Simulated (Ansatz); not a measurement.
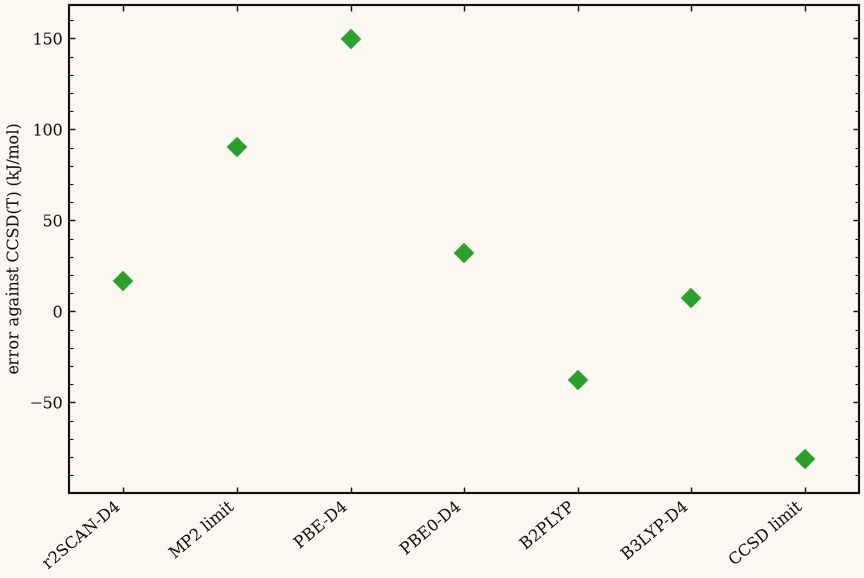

Error in the electronic atomisation energy (method less reference, so positive means overbinding) of C₂H₅NOS (thiono tautomer), SMILES NCC(O)=S: functionals in def2-TZVPP against frozen-core CCSD(T) at the limit (MP2 extrapolated from triple and quadruple zeta, plus CCSD(T) less MP2 in a smaller set), which gives 3802.9 kJ/mol, at a PBE0-D4/def2-TZVP geometry (no frequency check), no zero-point or spin-orbit term, the Ansatz code. The reference leaves out core correlation, a term that grows with the number of heavy atoms. B2PLYP holds a correlation term that converges slowly with the basis, so part of the distance to the limit is basis error. No dispersion term is added to B2PLYP. Limit means the basis limit.

> Which of these levels overbind, and which underbind?

Overbind: MP2 limit, PBE-D4 and PBE0-D4. Underbind: B2PLYP and CCSD limit. Within 25 kJ/mol of zero, too close to call in view of what the reference leaves out: r2SCAN-D4 and B3LYP-D4.

> Give the values.

| level | kJ/mol |
| --- | --- |
| r2SCAN-D4 | 17.0 |
| MP2 limit | 90.2 |
| PBE-D4 | 149.8 |
| PBE0-D4 | 31.9 |
| B2PLYP | −37.7 |
| B3LYP-D4 | 7.3 |
| CCSD limit | −81.2 |

Limits of at least one run: one conformer of a flexible molecule.
